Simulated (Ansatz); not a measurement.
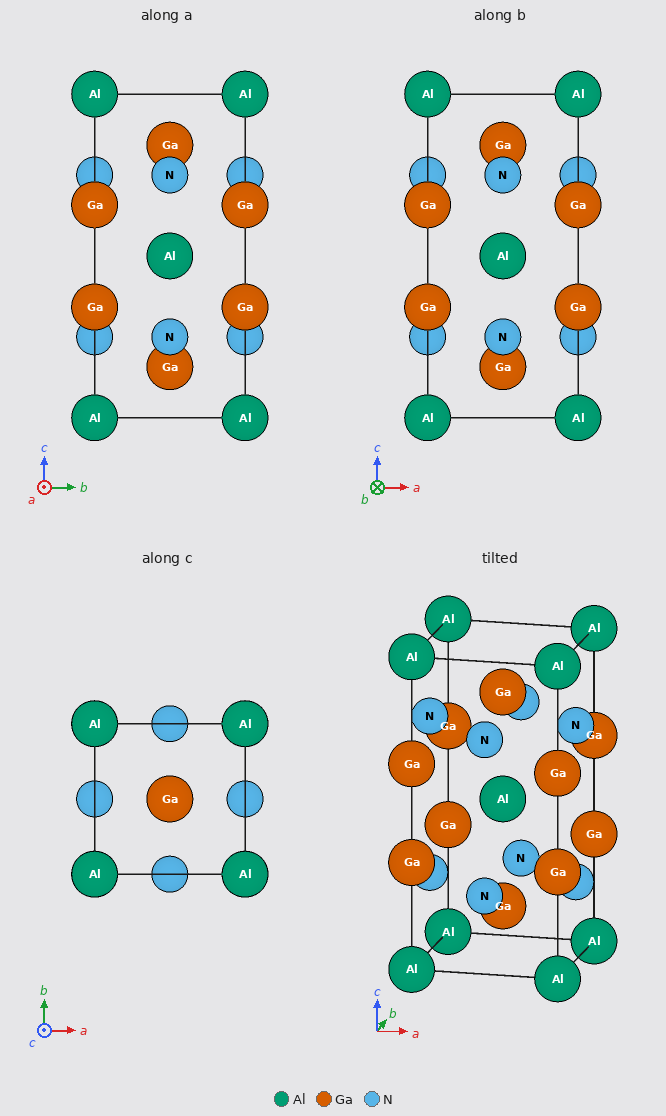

This spheres-only model is shown along the a axis, along the b axis, along the c axis and slightly off an axis. The conventional unit cell is outlined; an atom on or near a face, edge or corner is repeated at each equivalent position.

Lattice parameters: a = 3.9022 Å, b = 3.9022 Å, c = 8.3966 Å, α = 90.000°, β = 90.000°, γ = 90.000°.

> Convert the drawing into a CIF with its space group and independent sites, with free fractional coordinates to two decimals.

```cif
data_structure
_symmetry_space_group_name_H-M 'I 4/m m m'
_symmetry_Int_Tables_number 139
_cell_length_a 3.9022
_cell_length_b 3.9022
_cell_length_c 8.3966
_cell_angle_alpha 90.000
_cell_angle_beta 90.000
_cell_angle_gamma 90.000
_cell_volume 127.86
loop_
_atom_site_label
_atom_site_type_symbol
_atom_site_symmetry_multiplicity
_atom_site_Wyckoff_symbol
_atom_site_fract_x
_atom_site_fract_y
_atom_site_fract_z
_atom_site_occupancy
Al1 Al 2 a 0.00 0.00 0.00 1
Ga1 Ga 4 e 0.00 0.00 0.34 1
N1 N 4 d 0.00 0.50 0.25 1
```

The cell started as a structure type filled with these elements by a generator (whether the compound takes this form wasn't checked). Earlier steps of the study, as a rule a relaxation of our own, may have changed the cell and positions, so they can lie some per cent off the listed ones. An electronic-structure calculation with Ansatz was run on it.
